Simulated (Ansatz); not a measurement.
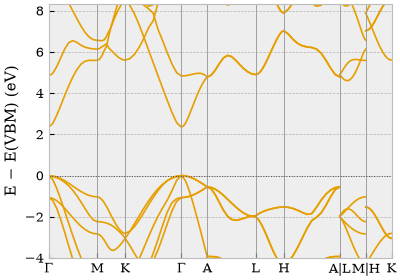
*Band structure from r²SCAN in the plane-wave PAW code Ansatz*

### Question
Read off the gap and where the band edges lie.

### Answer
About 2.4 eV (2.35 eV by a search for the band edges); maximum at Γ, minimum at Γ.

The material is GaN (wurtzite, space group No. 186).

Space group P6_3mc (wurtzite). The cell was relaxed with r²SCAN under the symmetry of its start. Scalar-relativistic: spin–orbit coupling is off unless named, which matters more the heavier the elements.

Potentials: the later of the program's two PAW sets.
